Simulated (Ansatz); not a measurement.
**How far to go with the plane-wave cutoff: Cs (Im-3m, 1 atom in the cell)**

```xyz
1
Lattice="-3.0347 3.0347 3.0347 3.0347 -3.0347 3.0347 3.0347 3.0347 -3.0347" Properties=species:S:1:pos:R:3 pbc="T T T"
Cs     0.0000     0.0000     0.0000
```

Computed with PBEsol, default PAW files made with PBE (plane waves; Ansatz, a first-principles code).

Base settings: basis.ecutwfc = 30.9 Ry; kpoints.mp_grid.grid = 8 8 8; hamiltonian.xc = pbesol; hamiltonian.pseudopotentials = {kind: paw} (the program's default PAW files); scf.occupations.method = gaussian; scf.occupations.width = 0.0073 Ry.

The second cell is the first with its lattice scaled by 0.98.

The mesh stays at the base's, so the ladder's end is converged at best in this setting alone.

Only quantities that move along the ladder and can be compared are tabulated.

The count of work is k-points × plane waves × bands × iterations; it is no time. 

The starting cell has typed, rounded lattice constants, without a prior relaxation at this level. Its lattice was rescaled by up to half a per cent.

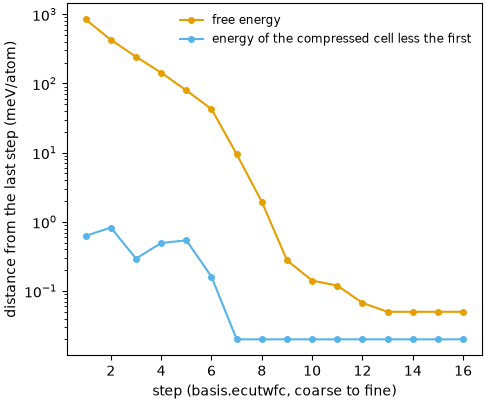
Fig. 1. Distance from the last step along the ladder; very small values are drawn at a floor.

```tsv
basis.ecutwfc	free energy less the last step's (meV/atom)	energy of the compressed cell less the first (meV/atom)	pressure without the Pulay estimate (GPa)	count of work / last
10.7 Ry	839.72	-0.47	-3.28	0.053
12.5 Ry	427.52	-0.67	-1.95	0.068
14 Ry	243.32	-0.14	-1.28	0.083
15.4 Ry	142.95	-0.34	-0.86	0.094
16.9 Ry	79.22	0.70	-0.56	0.11
18.4 Ry	42.62	0.32	-0.37	0.12
21.7 Ry	9.51	0.18	-0.15	0.16
24.6 Ry	1.94	0.15	-0.08	0.18
27.9 Ry	0.28	0.15	-0.06	0.23
30.9 Ry	0.14	0.16	-0.06	0.27
33.8 Ry	0.12	0.15	-0.06	0.31
37.1 Ry	0.07	0.15	-0.06	0.36
41.5 Ry	0.02	0.16	-0.06	0.42
46.3 Ry	0.02	0.16	-0.06	0.50
54 Ry	0.02	0.16	-0.06	0.62
61.7 Ry	0.01	0.16	-0.06	0.75
74.2 Ry	0.00	0.16	-0.06	1.0
```

Coarsest basis.ecutwfc that holds the energy of the compressed cell less the first within 0.2 meV/atom of the last step, with all finer ones: 18.4 Ry, at 0.12 of the last step's count of work; the step before is off by 0.54 meV/atom.

Coarsest basis.ecutwfc that holds the free energy within 5 meV/atom of the last step, with all finer ones: 24.6 Ry, at 0.18 of the last step's count of work; the step before is off by 9.5 meV/atom.

Coarsest basis.ecutwfc that holds the pressure without the Pulay estimate within 1 GPa of the last step, with all finer ones: 15.4 Ry, at 0.094 of the last step's count of work; the step before is off by 1.2 GPa.

The energy difference between the two cells stays within 1 meV/atom of the last step's from 10.7 Ry on, the total only from 27.9 Ry on: much of the error is common to both cells and cancels.

At the lowest cutoff the pressure without the Pulay estimate lies 3.2 GPa under the last step's, the usual sign of Pulay stress in an incomplete plane-wave basis.

Keys are those of Ansatz 0.2.
